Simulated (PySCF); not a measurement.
## Geometry relaxation, with input and output: C2H6AlNO (part 2 of 2)

The same run, continued: C2H6AlNO; PBE0-D3(BJ)/def2-SVP geometry optimisation, gas phase (PySCF 2.14.0). 

Geometry of the input (Å):
```
C  2.5018  0.9951  -0.2070
N  1.8847  0.1178  -0.5913
Al 0.4488  -1.3014  -0.2556
O  -0.7951  -0.3080  0.0488
C  -1.9527  0.4697  0.2853
H  3.0403  1.8561  0.1271
H  0.4514  -2.1133  -1.5528
H  1.2381  -1.8154  1.0034
H  -1.6573  1.5245  0.4733
H  -2.4766  0.1203  1.1982
H  -2.6453  0.4288  -0.5450
```

### Trajectory as extended XYZ, continued
```
11
Properties=species:S:1:pos:R:3:forces:R:3 step=15 energy=-12289.67522
C     2.8522    0.9502   -0.3132   -0.0400  -0.0973  -0.0373
N     1.9856    0.1989   -0.2583   -0.0139   0.1353   0.0244
Al    0.4039   -1.1649   -0.0865   -0.1190   0.0468  -0.0463
O    -0.8484   -0.1239    0.4554    0.3160  -0.1423   0.0646
C    -2.0977    0.4199    0.3126   -0.0993  -0.0514  -0.1383
H     3.6756    1.6486   -0.3758   -0.0132   0.0083   0.0188
H     0.3965   -1.6560   -1.6145   -0.0264   0.0270   0.0547
H     1.1030   -2.0592    1.0346   -0.0228  -0.0067   0.0076
H    -2.0933    1.5008    0.5510   -0.0222   0.0362  -0.0194
H    -2.8300   -0.0525    0.9973   -0.0059   0.0143   0.0011
H    -2.5088    0.3134   -0.7154    0.0467   0.0297   0.0701
11
Properties=species:S:1:pos:R:3:forces:R:3 step=16 energy=-12289.68978
C     2.8647    0.9383   -0.3169   -0.0040  -0.0875  -0.0558
N     1.9874    0.1995   -0.2667   -0.0476   0.1452   0.0277
Al    0.3828   -1.1295   -0.0615    0.0063   0.0220  -0.0114
O    -0.8229   -0.0785    0.5760    0.2338  -0.1495  -0.0309
C    -2.0834    0.3979    0.3031   -0.1102   0.0529   0.1110
H     3.7013    1.6210   -0.3777   -0.0174   0.0142   0.0229
H     0.2769   -1.5698   -1.5996   -0.0353   0.0066   0.0424
H     1.1308   -2.0502    1.0048   -0.0393  -0.0357   0.0005
H    -2.1455    1.4828    0.5128   -0.0145   0.0583  -0.1088
H    -2.8411   -0.0744    0.9596   -0.0368  -0.0457  -0.0646
H    -2.4125    0.2381   -0.7466    0.0649   0.0191   0.0672
11
Properties=species:S:1:pos:R:3:forces:R:3 step=17 energy=-12289.68575
C     2.8786    0.9279   -0.3263    0.0003  -0.1108  -0.0757
N     1.9855    0.2082   -0.2774   -0.0595   0.1711   0.0499
Al    0.3481   -1.0694   -0.0209    0.0968  -0.0166   0.0811
O    -0.7955   -0.0093    0.7363    0.2365  -0.2007  -0.2173
C    -2.0502    0.3695    0.3005   -0.1878   0.0414   0.1276
H     3.7336    1.5874   -0.3898   -0.0195   0.0227   0.0313
H     0.1020   -1.4479   -1.5609   -0.0293   0.0267   0.0753
H     1.1309   -2.0464    0.9659   -0.0204  -0.0527  -0.0035
H    -2.2040    1.4560    0.4425   -0.0294   0.0315  -0.0853
H    -2.8445   -0.1361    0.8856   -0.0298   0.0199  -0.0252
H    -2.2460    0.1352   -0.7683    0.0422   0.0677   0.0418
11
Properties=species:S:1:pos:R:3:forces:R:3 step=18 energy=-12289.70015
C     2.8535    0.9441   -0.3247    0.0224  -0.0544  -0.0503
N     1.9766    0.2058   -0.2709   -0.0603   0.0807   0.0462
Al    0.3749   -1.1185   -0.0306   -0.0230   0.0211  -0.0184
O    -0.7985   -0.0600    0.6617    0.0441  -0.0765   0.0127
C    -2.0551    0.3869    0.3031    0.0121   0.0279   0.0282
H     3.6891    1.6280   -0.3849   -0.0135   0.0168   0.0148
H     0.1614   -1.5083   -1.5683    0.0120  -0.0266   0.0044
H     1.1412   -2.0840    0.9816   -0.0198  -0.0086  -0.0060
H    -2.1475    1.4782    0.4645   -0.0126   0.0145  -0.0333
H    -2.8477   -0.0879    0.9154    0.0154  -0.0047  -0.0111
H    -2.3095    0.1909   -0.7596    0.0232   0.0097   0.0128
11
Properties=species:S:1:pos:R:3:forces:R:3 step=19 energy=-12289.70327
C     2.8226    0.9538   -0.3278    0.0239  -0.0174  -0.0289
N     1.9546    0.2055   -0.2721   -0.0348   0.0350   0.0325
Al    0.3740   -1.1419   -0.0335    0.0345   0.0110  -0.0325
O    -0.7905   -0.0782    0.6590   -0.0325  -0.0371   0.0289
C    -2.0389    0.3952    0.3049    0.0479   0.0365   0.0476
H     3.6456    1.6532   -0.3830   -0.0086   0.0095   0.0041
H     0.1752   -1.5393   -1.5707   -0.0104  -0.0208  -0.0018
H     1.1408   -2.1057    0.9792   -0.0152  -0.0065   0.0006
H    -2.1094    1.4887    0.4653    0.0020   0.0093  -0.0304
H    -2.8370   -0.0614    0.9228   -0.0048  -0.0172  -0.0231
H    -2.2984    0.2051   -0.7569   -0.0020  -0.0023   0.0030
11
Properties=species:S:1:pos:R:3:forces:R:3 step=20 energy=-12289.70562
C     2.7836    0.9699   -0.3342    0.0011   0.0112  -0.0017
N     1.9279    0.2080   -0.2734    0.0123  -0.0166   0.0119
Al    0.3742   -1.1683   -0.0304    0.0337   0.0060  -0.0523
O    -0.7790   -0.1009    0.6728   -0.0837  -0.0216   0.0555
C    -2.0127    0.4031    0.3088    0.0767   0.0334  -0.0098
H     3.5888    1.6899   -0.3862   -0.0004   0.0012  -0.0080
H     0.1628   -1.5691   -1.5656   -0.0080  -0.0068   0.0025
H     1.1421   -2.1404    0.9724    0.0028   0.0079   0.0070
H    -2.0540    1.5005    0.4537   -0.0079   0.0000   0.0046
H    -2.8266   -0.0291    0.9226   -0.0095  -0.0017  -0.0031
H    -2.2685    0.2115   -0.7534   -0.0171  -0.0130  -0.0067
11
Properties=species:S:1:pos:R:3:forces:R:3 step=21 energy=-12289.70655
C     2.7666    0.9774   -0.3390   -0.0069   0.0212   0.0064
N     1.9170    0.2089   -0.2749    0.0251  -0.0322  -0.0011
Al    0.3736   -1.1780   -0.0276    0.0228   0.0120  -0.0370
O    -0.7749   -0.1125    0.6883   -0.0816  -0.0295   0.0401
C    -1.9990    0.4047    0.3107    0.0502   0.0359  -0.0098
H     3.5637    1.7063   -0.3923    0.0027  -0.0028  -0.0100
H     0.1465   -1.5778   -1.5607   -0.0035  -0.0001   0.0000
H     1.1481   -2.1532    0.9667    0.0076   0.0118   0.0080
H    -2.0288    1.5038    0.4459   -0.0008   0.0001   0.0054
H    -2.8232   -0.0117    0.9218   -0.0069  -0.0038   0.0007
H    -2.2511    0.2074   -0.7516   -0.0087  -0.0127  -0.0027
11
Properties=species:S:1:pos:R:3:forces:R:3 step=22 energy=-12289.70817
C     2.7391    0.9908   -0.3506   -0.0213   0.0244   0.0137
N     1.9009    0.2104   -0.2789    0.0351  -0.0370  -0.0229
Al    0.3725   -1.1926   -0.0236   -0.0068   0.0212   0.0095
O    -0.7743   -0.1384    0.7180   -0.0213  -0.0686   0.0107
C    -1.9779    0.4064    0.3171   -0.0176   0.0343  -0.0346
H     3.5224    1.7340   -0.4103    0.0065  -0.0083  -0.0089
H     0.1210   -1.5934   -1.5526    0.0025   0.0186  -0.0002
H     1.1624   -2.1686    0.9569    0.0140   0.0142   0.0097
H    -1.9808    1.5085    0.4320    0.0007  -0.0023   0.0084
H    -2.8214    0.0222    0.9235    0.0065   0.0046   0.0113
H    -2.2254    0.1958   -0.7443    0.0016  -0.0012   0.0033
11
Properties=species:S:1:pos:R:3:forces:R:3 step=23 energy=-12289.71008
C     2.7059    1.0060   -0.3659   -0.0222   0.0261   0.0166
N     1.8826    0.2108   -0.2844    0.0305  -0.0349  -0.0406
Al    0.3724   -1.2108   -0.0178   -0.0250   0.0264   0.0451
O    -0.7784   -0.1756    0.7479    0.0125  -0.0889  -0.0121
C    -1.9558    0.4068    0.3239   -0.0672   0.0470  -0.0178
H     3.4742    1.7639   -0.4353    0.0090  -0.0101  -0.0064
H     0.0946   -1.6064   -1.5429    0.0138   0.0215  -0.0080
H     1.1863   -2.1814    0.9481    0.0105   0.0137   0.0070
H    -1.9206    1.5106    0.4187    0.0072  -0.0016  -0.0003
H    -2.8184    0.0669    0.9301    0.0154  -0.0005   0.0096
H    -2.2043    0.1845   -0.7352    0.0154   0.0013   0.0069
11
Properties=species:S:1:pos:R:3:forces:R:3 step=24 energy=-12289.71326
C     2.6399    1.0357   -0.3982   -0.0225   0.0107   0.0158
N     1.8467    0.2124   -0.2970    0.0104  -0.0092  -0.0566
Al    0.3716   -1.2453   -0.0098   -0.0278   0.0061   0.0870
O    -0.7970   -0.2565    0.7926    0.0771  -0.0917  -0.0233
C    -1.9180    0.4086    0.3416   -0.1282   0.0364  -0.0512
H     3.3805    1.8186   -0.4885    0.0100  -0.0104  -0.0008
H     0.0732   -1.6400   -1.5311    0.0192   0.0338  -0.0083
H     1.2268   -2.1954    0.9396    0.0060   0.0048   0.0041
H    -1.7958    1.5095    0.3984    0.0058  -0.0070   0.0080
H    -2.8085    0.1574    0.9506    0.0291   0.0132   0.0193
H    -2.1808    0.1701   -0.7109    0.0209   0.0133   0.0059
11
Properties=species:S:1:pos:R:3:forces:R:3 step=25 energy=-12289.71541
C     2.6001    1.0509   -0.4182   -0.0052   0.0042   0.0105
N     1.8245    0.2124   -0.3056   -0.0076   0.0032  -0.0449
Al    0.3725   -1.2673   -0.0037   -0.0075  -0.0015   0.0670
O    -0.8121   -0.3066    0.8063    0.0516  -0.0497  -0.0188
C    -1.9000    0.4093    0.3499   -0.1006   0.0273  -0.0127
H     3.3277    1.8445   -0.5207    0.0055  -0.0053   0.0007
H     0.0757   -1.6542   -1.5269    0.0193   0.0162  -0.0121
H     1.2509   -2.1993    0.9423   -0.0055  -0.0023  -0.0014
H    -1.7247    1.5038    0.3955    0.0098  -0.0056  -0.0029
H    -2.7976    0.2096    0.9668    0.0186   0.0036   0.0123
H    -2.1785    0.1721   -0.6985    0.0218   0.0100   0.0024
11
Properties=species:S:1:pos:R:3:forces:R:3 step=26 energy=-12289.71686
C     2.5806    1.0579   -0.4318    0.0090  -0.0067   0.0046
N     1.8135    0.2125   -0.3135   -0.0140   0.0158  -0.0194
Al    0.3757   -1.2813   -0.0038    0.0090   0.0034   0.0226
O    -0.8263   -0.3377    0.7961    0.0066  -0.0118  -0.0033
C    -1.8997    0.4120    0.3572   -0.0180  -0.0044  -0.0063
H     3.3045    1.8539   -0.5407   -0.0009   0.0013   0.0007
H     0.1105   -1.6690   -1.5333    0.0030   0.0035  -0.0007
H     1.2587   -2.1961    0.9539   -0.0087  -0.0083  -0.0023
H    -1.6911    1.5004    0.4068    0.0004  -0.0011  -0.0040
H    -2.7930    0.2339    0.9857    0.0071   0.0000   0.0068
H    -2.1949    0.1887   -0.6893    0.0067   0.0082   0.0013
11
Properties=species:S:1:pos:R:3:forces:R:3 step=27 energy=-12289.71707
C     2.5686    1.0633   -0.4378    0.0083  -0.0066   0.0041
N     1.8055    0.2145   -0.3171   -0.0097   0.0109  -0.0081
Al    0.3765   -1.2876   -0.0016    0.0096   0.0026   0.0035
O    -0.8296   -0.3504    0.7983   -0.0060   0.0001   0.0041
C    -1.8944    0.4119    0.3597    0.0054  -0.0062  -0.0017
H     3.2889    1.8623   -0.5487   -0.0017   0.0020  -0.0008
H     0.1141   -1.6729   -1.5322    0.0020  -0.0021  -0.0011
H     1.2615   -2.2007    0.9556   -0.0044  -0.0052  -0.0021
H    -1.6720    1.4977    0.4073   -0.0029   0.0023   0.0013
H    -2.7883    0.2451    0.9901    0.0013   0.0013   0.0018
H    -2.1923    0.1919   -0.6865   -0.0018   0.0010  -0.0009
```

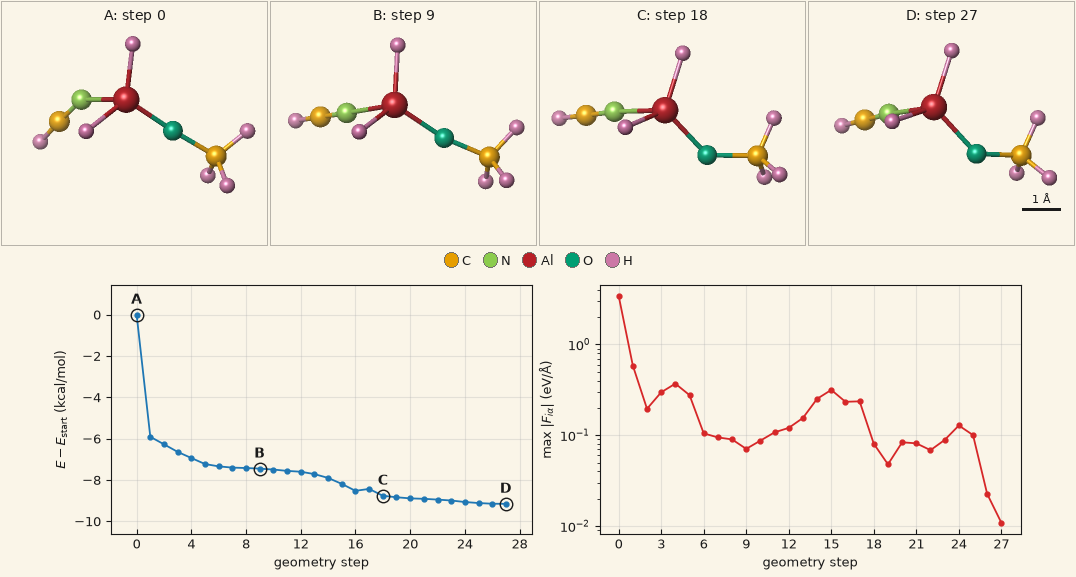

Fig. 1: Frames of the relaxation (ball-and-stick view, seen at a tilt) above the curves, on which the letters mark them (steps are counted from 0).

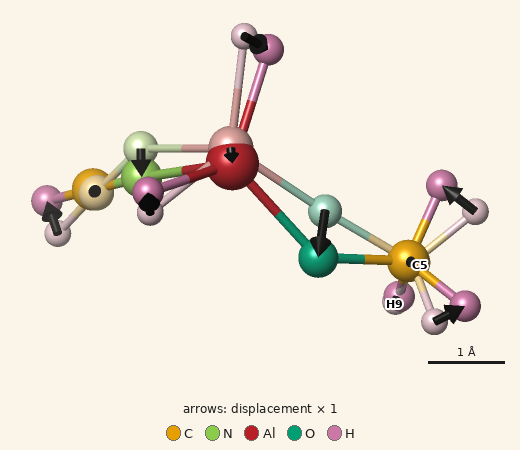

Fig. 2: Start (faint) and end (solid) with the displacements as black arrows, at true length (ball-and-stick view, seen at a tilt). The two geometries are laid on each other by the best rigid fit. O4 moves most after the best rigid fit: 0.71 Å. Largest moves by element: O 0.71 Å, H 0.59 Å, N 0.38 Å, Al 0.21 Å, C 0.15 Å. Distances before and after: Al3–O4 1.621 → 1.724 Å, Al3–H7 1.530 → 1.600 Å, N2–Al3 2.047 → 2.097 Å, O4–C5 1.415 → 1.381 Å. Among the angles that change: Al3–O4–C5 175.2° → 133.8°, C1–N2–Al3 149.2° → 176.9°, N2–Al3–H8 90.3° → 97.0°. After 27 geometry steps the energy has fallen by 9.15 kcal/mol. The largest force component goes from 3.4 to 0.011 eV/Å. (Atoms are counted from 1 in the order of the input.)

### Key numbers

```json
{"quantity": "outcome", "value": "converged"}
{"quantity": "total energy", "value": "−451.638776 hartree"}
{"quantity": "dipole moment", "value": "6.62 D"}
{"quantity": "point group", "value": "C1"}
{"quantity": "wall time", "value": "100 s"}
{"quantity": "peak memory", "value": "0.43 GiB"}
```
